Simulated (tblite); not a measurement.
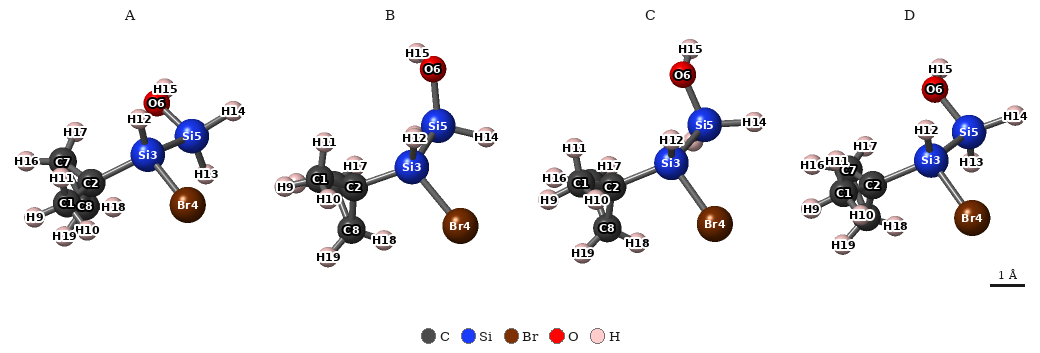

4 geometries from one relaxation of C₄H₁₁BrOSi₂, in shuffled order. The picture is a ball-and-stick view, seen from a free direction.

Method: tblite 0.8.0, GFN2-xTB geometry optimisation, gas phase. 

> Order the frames from highest to lowest energy.

B, C, D, A. They are steps 0, 77, 114, 172, at +80.9 kJ/mol, +6.66 kJ/mol, +3.28 kJ/mol relative to the last. The energy falls by 80.9 kJ/mol in 172 geometry steps. The largest move after the best rigid fit is that of H13, 1.92 Å. By element the largest moves are H 1.92 Å, O 1.61 Å, Br 1.20 Å, C 0.87 Å, Si 0.50 Å. Among the contacts that change: Si5–O6 1.709 → 1.628 Å, Si3–Si5 2.229 → 2.298 Å, C2–Si3 1.835 → 1.891 Å, C8–H18 1.128 → 1.081 Å. Bond angles that change, for instance: Si5–O6–H15 111.5° → 122.2°, Si5–Si3–H12 107.0° → 117.7°, Si3–Si5–O6 110.5° → 99.9°. Groups turn about C2–Si3 by about 55°, Si5–O6 by about 55°, Si3–Si5 by about 45°.
